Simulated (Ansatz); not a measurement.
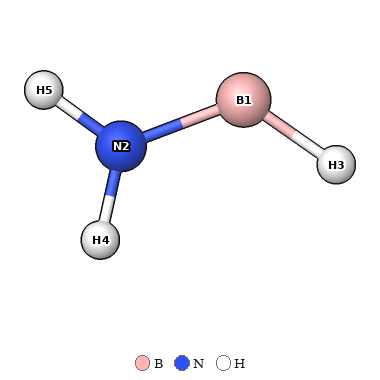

The system is BH₃N, SMILES [BH]N, spin multiplicity 2; the picture shows the reference structure. The first coordinate is: bond length B1–N2; the second: dihedral H3–B1–N2–H4. Nothing is relaxed (all other coordinates rigid). The scan uses a 15 × 15 grid; 120 points were computed and 105 follow by symmetry. Points are written as (first, second). All energies are given in kJ/mol relative to the lowest grid point. The calculation used UHF-MP2, frozen core/def2-TZVP (Ansatz 0.2.0).

Its coordinates:

```yaml
atoms:
  - { symbol: B, position_ang: [0.7042, -0.3599, 0.5182] }
  - { symbol: N, position_ang: [-0.1725, 0.4005, -0.2326] }
  - { symbol: H, position_ang: [0.5650, -1.5221, 0.7389] }
  - { symbol: H, position_ang: [-1.0090, 0.0246, -0.6574] }
  - { symbol: H, position_ang: [-0.0380, 1.3831, -0.4085] }
```

Range: bond length B1–N2 from 1.133 to 2.073 Å; dihedral H3–B1–N2–H4 from −180 to 156°.

Q: What will the energy surface look like?

A: The lowest grid point is at (1.402 Å, −180°); the map holds 2 wells of about this depth. The highest grid point, (2.073 Å, −84°), lies 392 kJ/mol above the lowest. On the interpolated surface the easiest way out of the lowest well to a well of about the same depth near (1.402 Å, −12°) passes a barrier of about 119 kJ/mol. Round the minimum the two coordinates are nearly uncoupled.

```tsv
dihedral H3–B1–N2–H4 ↓, bond length B1–N2 →	1.133	1.201	1.268	1.335	1.402	1.469	1.536	1.603	1.671	1.738	1.805	1.872	1.939	2.006	2.073
156	231	113	47	17	12	24	48	80	117	157	198	239	280	320	359
132	272	152	84	52	45	55	77	107	142	180	219	258	297	335	373
108	334	212	141	105	94	100	118	143	175	208	244	280	317	352	388
84	373	248	173	133	118	120	134	157	186	218	252	287	322	357	392
60	301	179	110	77	68	76	97	125	158	194	232	270	307	344	381
36	249	129	63	32	26	37	60	91	128	167	207	247	288	327	365
12	221	103	37	7	3	16	40	73	111	151	192	234	275	316	355
−12	221	103	37	7	3	16	40	73	111	151	192	234	275	316	355
−36	249	129	63	32	26	37	60	91	128	167	207	247	288	327	365
−60	301	179	110	77	68	76	97	125	158	194	232	270	307	344	381
−84	373	248	173	133	118	120	134	157	186	218	252	287	322	357	392
−108	334	212	141	105	94	100	118	143	175	208	244	280	317	352	388
−132	272	152	84	52	45	55	77	107	142	180	219	258	297	335	373
−156	231	113	47	17	12	24	48	80	117	157	198	239	280	320	359
−180	217	99	34	4	0	13	38	70	108	149	190	232	274	314	353
```

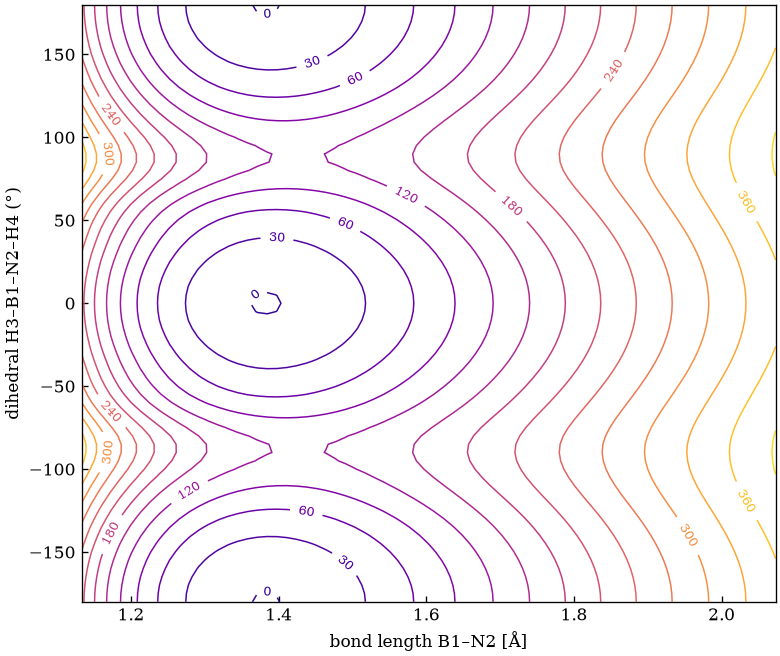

Drawn: contour lines labelled in kJ/mol. Between grid points the surface is interpolated.

The whole map (120 points run) took 3.5 min on 1 thread of Arm Neoverse V1, with other jobs on the host.
